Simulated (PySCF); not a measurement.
# Run report: C2H6Zn (charge +1), single-point calculation

- system: C2H6Zn, charge +1, multiplicity 2
- method: PBE0/cc-pVDZ, UKS (PySCF 2.14.0)

The geometry is that of the parent species in another charge or spin state. The geometry comes from this level: PBE0-D4/def2-TZVP.

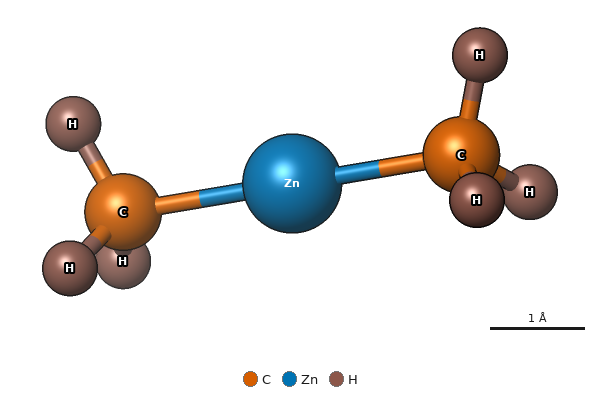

*The structure (ball-and-stick view, seen at a tilt). Sticks mark near contacts.*

Results in brief

| quantity | value |
| --- | --- |
| outcome | converged |
| total energy | −1858.558507 hartree |
| basis functions | 101 |
| ⟨S²⟩ | 0.767 |
| hardware | 1 thread of Arm Neoverse V2, 112 GiB of memory available, shared host |
| wall time | 48 s |
| peak memory | 0.55 GiB |

Remarks

Further notes kept with the run: dipole of an ion depends on the origin; logged alpha LUMO and gap are faulty.

The input (run.py)
```python
from pyscf import gto, dft

mol = gto.Mole()
mol.atom = [
    ('C', (-0.934300, 1.300600, -1.087000)),
    ('Zn', (0.010100, -0.005000, -0.002000)),
    ('C', (0.954000, -1.310800, 1.083200)),
    ('H', (-1.806900, 0.853700, -1.571000)),
    ('H', (-0.287700, 1.703200, -1.871400)),
    ('H', (-1.283400, 2.139700, -0.479300)),
    ('H', (0.467300, -2.288700, 1.035600)),
    ('H', (1.985500, -1.434900, 0.742600)),
    ('H', (0.983900, -1.004000, 2.132200)),
]
mol.verbose = 4
mol.basis = 'cc-pvdz'
mol.charge = 1
mol.max_memory = 1860
mol.spin = 1
mol.build()

mf = dft.UKS(mol, xc='pbe0')
mf.grids.level = 5
mf.conv_tol = 1e-10
mf.kernel()
if not mf.converged:
    mf = mf.newton().run(mf.mo_coeff, mf.mo_occ)

e_tot = mf.e_tot
print(f'total energy: {e_tot:.8f} hartree')
```

Run as:
```bash
OMP_NUM_THREADS=1 python run.py
```

What the program printed
```
PySCF version 2.14.0

[INPUT] num. atoms = 9
[INPUT] num. electrons = 47
[INPUT] charge = 1
[INPUT] spin (= nelec alpha-beta = 2S) = 1
[INPUT] symmetry False subgroup None
[INPUT] Mole.unit = angstrom
[INPUT] Symbol           X                Y                Z      unit          X                Y                Z       unit  Magmom
[INPUT]  1 C     -0.934300000000   1.300600000000  -1.087000000000 AA   -1.765571118181   2.457777797609  -2.054132297402 Bohr   0.0
[INPUT]  2 Zn     0.010100000000  -0.005000000000  -0.002000000000 AA    0.019086233858  -0.009448630623  -0.003779452249 Bohr   0.0
[INPUT]  3 C      0.954000000000  -1.310800000000   1.083200000000 AA    1.802798722835  -2.477053004080   2.046951338129 Bohr   0.0
[INPUT]  4 H     -1.806900000000   0.853700000000  -1.571000000000 AA   -3.414546134477   1.613259192541  -2.968759741692 Bohr   0.0
[INPUT]  5 H     -0.287700000000   1.703200000000  -1.871400000000 AA   -0.543674206037   3.218581535359  -3.536433469511 Bohr   0.0
[INPUT]  6 H     -1.283400000000   2.139700000000  -0.479300000000 AA   -2.425274508267   4.043446988732  -0.905745731504 Bohr   0.0
[INPUT]  7 H      0.467300000000  -2.288700000000   1.035600000000 AA    0.883069018009  -4.325016181292   1.957000374600 Bohr   0.0
[INPUT]  8 H      1.985500000000  -1.434900000000   0.742600000000 AA    3.752051220324  -2.711568016138   1.403310620102 Bohr   0.0
[INPUT]  9 H      0.983900000000  -1.004000000000   2.132200000000 AA    1.859301533960  -1.897285029063   4.029274042798 Bohr   0.0

nuclear repulsion = 164.854528681259
number of shells = 35
number of NR pGTOs = 216
number of NR cGTOs = 101
basis = cc-pvdz
ecp = {}

******** <class 'pyscf.dft.uks.UKS'> ********
method = UKS
initial guess = minao
damping factor = 0
level_shift factor = 0
DIIS = <class 'pyscf.scf.diis.CDIIS'>
diis_start_cycle = 1
diis_space = 8
diis_damp = 0
SCF conv_tol = 1e-10
SCF conv_tol_grad = None
SCF max_cycles = 50
direct_scf = True
direct_scf_tol = 1e-13
number electrons alpha = 24  beta = 23
XC library pyscf.dft.libxc version 7.0.0
    S. Lehtola, C. Steigemann, M. J.T. Oliveira, and M. A.L. Marques.,  SoftwareX 7, 1–5 (2018)
XC functionals = pbe0
radial grids:
    Treutler-Ahlrichs [JCP 102, 346 (1995); DOI:10.1063/1.469408] (M4) radial grids

becke partition: Becke, JCP 88, 2547 (1988); DOI:10.1063/1.454033
pruning grids: <function nwchem_prune>
grids dens level: 5
symmetrized grids: False
atomic radii adjust function: <function treutler_atomic_radii_adjust>
small_rho_cutoff = 0
Set gradient conv threshold to 1e-05
tot grids = 271936
init E= -1858.45095227888
  alpha nocc = 24  HOMO = -0.30783745812832  LUMO = -0.0347370441314414
  beta  nocc = 23  HOMO = -0.342420197544261  LUMO = -0.307837458128321

WARN: HOMO -0.30783745812832 >= LUMO -0.307837458128321

cycle= 1 E= -1858.48871879358  delta_E= -0.0378  |g|= 0.538  |ddm|= 1.85
  alpha nocc = 24  HOMO = -0.548490478907231  LUMO = -0.227428593306136
  beta  nocc = 23  HOMO = -0.572244771260989  LUMO = -0.43646289292526
  HOMO = -0.548490478907  LUMO = -0.436462892925  gap/eV = 3.04843
cycle= 2 E= -1858.38989308593  delta_E= 0.0988  |g|= 1.02  |ddm|= 0.965
  alpha nocc = 24  HOMO = -0.545341938968856  LUMO = -0.201390935025629
  beta  nocc = 23  HOMO = -0.546020581675267  LUMO = -0.427791167172562
  HOMO = -0.545341938969  LUMO = -0.427791167173  gap/eV = 3.19872
cycle= 3 E= -1858.55676225519  delta_E= -0.167  |g|= 0.0626  |ddm|= 0.597
  alpha nocc = 24  HOMO = -0.544918676507701  LUMO = -0.190689825157924
  beta  nocc = 23  HOMO = -0.535507220551194  LUMO = -0.421114125565949
  HOMO = -0.535507220551  LUMO = -0.421114125566  gap/eV = 3.11279
cycle= 4 E= -1858.5583658549  delta_E= -0.0016  |g|= 0.0132  |ddm|= 0.0694
  alpha nocc = 24  HOMO = -0.542976306055982  LUMO = -0.191033539923791
  beta  nocc = 23  HOMO = -0.533668285113516  LUMO = -0.416498159530105
  HOMO = -0.533668285114  LUMO = -0.41649815953  gap/eV = 3.18836
cycle= 5 E= -1858.55848416806  delta_E= -0.000118  |g|= 0.00608  |ddm|= 0.0187
  alpha nocc = 24  HOMO = -0.544914489630858  LUMO = -0.191917302750051
  beta  nocc = 23  HOMO = -0.534761030988637  LUMO = -0.417190180929668
  HOMO = -0.534761030989  LUMO = -0.41719018093  gap/eV = 3.19927
cycle= 6 E= -1858.55850379648  delta_E= -1.96e-05  |g|= 0.00151  |ddm|= 0.00759
  alpha nocc = 24  HOMO = -0.544942058024408  LUMO = -0.191930675323732
  beta  nocc = 23  HOMO = -0.534530443964313  LUMO = -0.416614136454744
  HOMO = -0.534530443964  LUMO = -0.416614136455  gap/eV = 3.20867
cycle= 7 E= -1858.55850660824  delta_E= -2.81e-06  |g|= 0.000578  |ddm|= 0.00348
  alpha nocc = 24  HOMO = -0.545065297854936  LUMO = -0.192021283316212
  beta  nocc = 23  HOMO = -0.534579350033834  LUMO = -0.416600500799245
  HOMO = -0.534579350034  LUMO = -0.416600500799  gap/eV = 3.21037
cycle= 8 E= -1858.55850683967  delta_E= -2.31e-07  |g|= 7e-05  |ddm|= 0.00116
  alpha nocc = 24  HOMO = -0.545047340060886  LUMO = -0.192017040245556
  beta  nocc = 23  HOMO = -0.534575535986387  LUMO = -0.416594630193364
  HOMO = -0.534575535986  LUMO = -0.416594630193  gap/eV = 3.21042
cycle= 9 E= -1858.55850684471  delta_E= -5.04e-09  |g|= 4.3e-05  |ddm|= 0.000139
  alpha nocc = 24  HOMO = -0.54504806391839  LUMO = -0.192016916386205
  beta  nocc = 23  HOMO = -0.534576179528114  LUMO = -0.416596371651805
  HOMO = -0.534576179528  LUMO = -0.416596371652  gap/eV = 3.21039
cycle= 10 E= -1858.55850684546  delta_E= -7.49e-10  |g|= 2.54e-05  |ddm|= 6.45e-05
  alpha nocc = 24  HOMO = -0.545047488266644  LUMO = -0.192015708287501
  beta  nocc = 23  HOMO = -0.534575829458145  LUMO = -0.416597435736558
  HOMO = -0.534575829458  LUMO = -0.416597435737  gap/eV = 3.21036
cycle= 11 E= -1858.55850684588  delta_E= -4.27e-10  |g|= 1.76e-06  |ddm|= 3.41e-05
  alpha nocc = 24  HOMO = -0.54504729996808  LUMO = -0.192015641234864
  beta  nocc = 23  HOMO = -0.534575686383548  LUMO = -0.416597337504511
  HOMO = -0.534575686384  LUMO = -0.416597337505  gap/eV = 3.21035
cycle= 12 E= -1858.5585068459  delta_E= -1.86e-11  |g|= 4.41e-07  |ddm|= 4.94e-06
  alpha nocc = 24  HOMO = -0.545047320769378  LUMO = -0.192015552980624
  beta  nocc = 23  HOMO = -0.534575596867426  LUMO = -0.416597328048085
  HOMO = -0.534575596867  LUMO = -0.416597328048  gap/eV = 3.21035
```

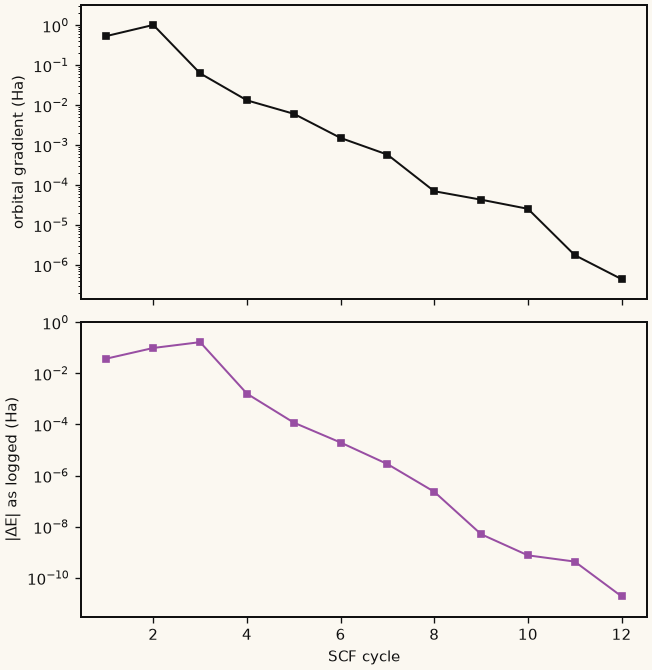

*Convergence of the self-consistent field: orbital gradient and size of the energy change against the SCF cycle.*

The residual falls almost steadily, with no more than small rises.

```
Extra cycle  E= -1858.5585068459  delta_E= 5.46e-12  |g|= 8.28e-07  |ddm|= 8.63e-07
converged SCF energy = -1858.5585068459  <S^2> = 0.76694246  2S+1 = 2.0168713
total energy: -1858.55850685 hartree
```
